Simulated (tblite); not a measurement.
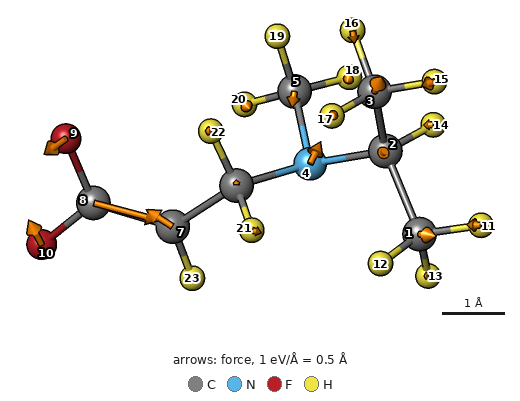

Starting geometry of C7H13F2N with the computed forces as orange arrows. Style: ball-and-stick. Shown at a tilt.

These are results of GFN2-xTB geometry optimisation, gas phase (tblite), not measurements. 

> What follows when this structure is relaxed?

It isn't relaxed: the largest force vector, on a C atom, is 2.27 eV/Å. The final displacements follow the starting forces only in part (cosine between the two patterns 0.38). After 58 geometry steps the energy has fallen by 6.10 kcal/mol. The atom that moves furthest after the best rigid fit is an H atom (0.15 Å). By element the largest moves are H 0.15 Å, F 0.14 Å, C 0.07 Å, N 0.06 Å. Near-neighbour distances that change, for instance: C–N 1.484 → 1.447 Å, C–C 1.342 → 1.316 Å, C–H 1.108 → 1.087 Å, C–C 1.523 → 1.534 Å. Bond angles that change, for instance: F–C–F 120.3° → 109.2°, C–C–F 119.2° → 125.0°, C–C–F 120.5° → 125.9°. Cost: 0.99 s on 1 thread of Intel(R) Xeon(R) Processor @ 2.70GHz, with other jobs on the host.
